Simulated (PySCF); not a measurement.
# [Hg(NH3)3]2+: how tightly the ligands are held

Aim: take one ligand of each kind off [Hg(NH3)3]2+, with both parts rigid, and scan its distance from the metal. It is a constructed species; whether it can be made isn't addressed.

Program: PySCF 2.14.0. Level of theory: TPSS, Hg def2-SVP with ECP60, N def2-SVP, H def2-SVP; scalar-relativistic core potentials, no spin–orbit coupling. These are calculated values, not measurements.

3 further runs of the same task are left out: 2 for a known fault of the program, 1 that didn't finish.

## Step 1: The system as given

13 atoms, charge 2, spin multiplicity 1.

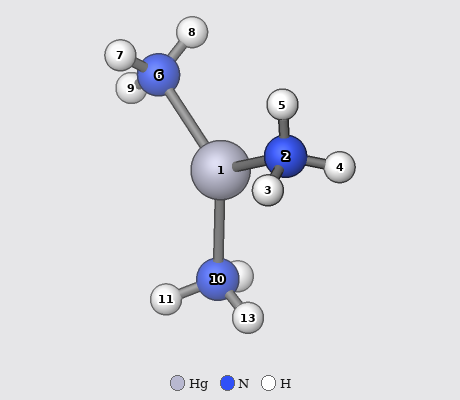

The structure; mercury light grey, nitrogen blue, hydrogen white; atoms are numbered from 1 in the order of the file.

As a file:

```xyz
13
H9HgN3
Hg    0.00000    0.00000    0.00000
N     2.28344    0.00230    0.00000
H     2.66995   -0.47783    0.82927
H     2.66995   -0.47783   -0.82927
H     2.67764    0.95670    0.00000
N    -1.14371    1.97637    0.00000
H    -0.92117    2.55116    0.82927
H    -0.92117    2.55116   -0.82927
H    -2.16735    1.84055    0.00000
N    -1.13973   -1.97867    0.00000
H    -1.74879   -2.07333    0.82927
H    -1.74879   -2.07333   -0.82927
H    -0.51029   -2.79725    0.00000
```

Formal oxidation states: Hg +2. An earlier session relaxed this geometry at TPSS, Hg def2-SVP with ECP60, N def2-SVP, H def2-SVP (singlet, point group C3h).

## Step 2: NH3 taken off

The ligand (atoms 2, 3, 4, 5) keeps its formal charge and a closed shell where it can; ligand and rest are solved at the complex's geometry, in vacuum, with the settings of the relaxation.

```csv
part,charge,state,energy (Eh)
complex,2,singlet,-322.426263
ligand,0,singlet,-56.512271
rest,2,singlet,-265.803236
```

It took 3.2 s on 2 threads of Arm Neoverse V1, shared host.

## Step 3: Rigid scan of NH3

Atoms 2, 3, 4, 5 move together along the line from atom 1; the distance is to the donor, the donors' midpoint or the ring centre. Each point starts from the density of the one before.

```csv
distance (Å),energy from the relaxed point (eV)
1.98,0.517
2.08,0.194
2.18,0.041
2.28,0.000
2.38,0.031
2.48,0.108
2.68,0.332
2.98,0.709
3.38,1.136
3.88,1.487
```

Run time: 48 s. Hardware: 2 threads of Arm Neoverse V1, shared host.

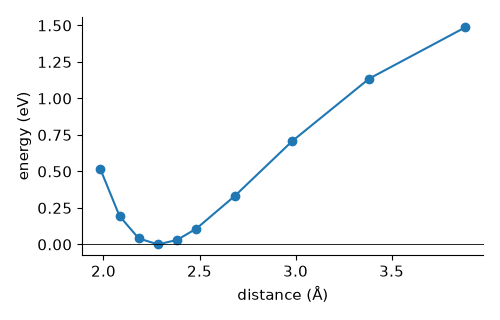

Energy along the rigid scan of NH3.

## Step 4: Outcome

| quantity | value |
| --- | --- |
| taking off NH3 | 3.01 eV |
| stiffness of the NH3 contact | 7.2 eV/Å² |

Taking off NH3 as a fragment of charge +0 costs 3.01 eV. Near 2.28 Å the NH3 contact has a stiffness of about 7.2 eV/Å², and the energy stands 1.49 eV higher at 3.88 Å. No counterpoise correction is made, and the parts aren't relaxed; each of these makes the binding look larger. These are double-zeta-type bases without diffuse functions. Spin–orbit coupling is left out.
